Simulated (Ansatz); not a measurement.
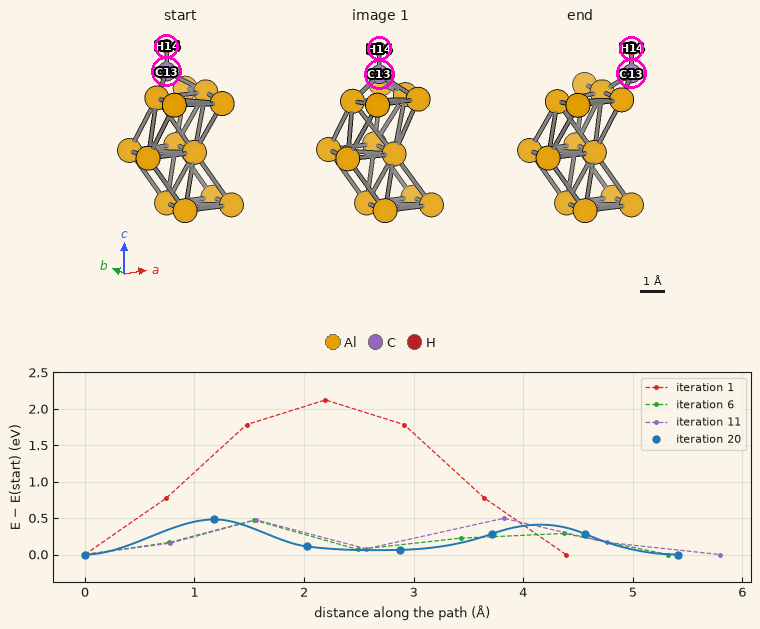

A nudged-elastic-band calculation for CH on Al(111) (14 atoms in the cell). Images are numbered from 0 (start) to 6 (end). The plot follows the band through its iterations. Style: ball-and-stick. Shown: the simulation cell, with the vacuum cut short (origin moved), slightly off an axis. The atoms that move most are ringed. Bonds to atoms that aren't drawn are left out.

The calculation used DFT PBE, scalar-relativistic, plane waves, PAW in Ansatz 0.2.0.

The input:
```yaml
crystal:
  lattice:
    - [5.727565, 0.0, 0.0]
    - [2.863782, 4.960217, 0.0]
    - [0.0, 0.0, 17.676537]
  atoms:
    - { symbol: Al, position: [0.1666667, 0.1666667, 0.0565722] }
    - { symbol: Al, position: [0.6666667, 0.1666667, 0.0565722] }
    - { symbol: Al, position: [0.1666667, 0.6666667, 0.0565722] }
    - { symbol: Al, position: [0.6666667, 0.6666667, 0.0565722] }
    - { symbol: Al, position: [-0.16647899, 0.33286903, 0.18806315] }
    - { symbol: Al, position: [0.33321507, 0.33333803, 0.18781861] }
    - { symbol: Al, position: [-0.16608563, 0.83399226, 0.18808363] }
    - { symbol: Al, position: [0.33275641, 0.83362189, 0.1880783] }
    - { symbol: Al, position: [0.0002938, 0.00046167, 0.31509373] }
    - { symbol: Al, position: [0.49097682, 0.01876611, 0.32472225] }
    - { symbol: Al, position: [0.01865174, 0.49109954, 0.32472996] }
    - { symbol: Al, position: [0.49089379, 0.49107215, 0.32480147] }
    - { symbol: C, position: [0.66679241, 0.66691928, 0.37736768] }
    - { symbol: H, position: [0.66731148, 0.66735165, 0.43960508] }
basis:
  ecutwfc: 420.0
kpoints:
  mp_grid: { grid: [3, 3, 1] }
hamiltonian:
  xc: pbe
scf:
  occupations: { method: fermi_dirac, width: 0.15 }
  lower_state_search: "off"
neb:
  images: 5
  f_tol: 0.05
  initial_path: idpp
  max_iterations: 60
  constraints: [{ sites: [0, 1, 2, 3] }]
  final_atoms:
    - { symbol: Al, position: [0.1666667, 0.1666667, 0.0565722] }
    - { symbol: Al, position: [0.6666667, 0.1666667, 0.0565722] }
    - { symbol: Al, position: [0.1666667, 0.6666667, 0.0565722] }
    - { symbol: Al, position: [0.6666667, 0.6666667, 0.0565722] }
    - { symbol: Al, position: [-0.16724365, 0.33362192, 0.1880783] }
    - { symbol: Al, position: [0.33391431, 0.33399229, 0.18808363] }
    - { symbol: Al, position: [-0.16678499, 0.83333806, 0.18781861] }
    - { symbol: Al, position: [0.33352095, 0.83286906, 0.18806315] }
    - { symbol: Al, position: [-0.00910627, -0.00892782, 0.32480147] }
    - { symbol: Al, position: [0.51865168, -0.00890043, 0.32472996] }
    - { symbol: Al, position: [-0.00902324, 0.51876614, 0.32472225] }
    - { symbol: Al, position: [0.50029374, 0.5004617, 0.31509373] }
    - { symbol: C, position: [1.16679235, 0.16691931, 0.37736768] }
    - { symbol: H, position: [1.16731142, 0.16735168, 0.43960508] }
  order_check: true
```

Run as
```bash
ansatz run input.yaml --threads 1 --pin off --max-ram 3072MiB --backend cpu --events-out ev --progress --plain --runs-dir out
```

Did the band converge, and can the barrier be trusted?

Answer. The run is converged, with reservations. The band converged in 20 iterations. The climbing image converged on the top of the path. A check of its curvatures didn't confirm a first-order saddle. The first iteration put the highest image at 2.12 eV. The barrier is about 0.48 eV in both directions, with image 1 at the top; the ends have the same energy. The profile has 2 maxima (images 1, 4) with a dip at image 3 (+0.06 eV), so the process runs in steps.

Limits of the set-up: the periodic images lie only 5.7 Å apart, so the values are limited by the cell's size.
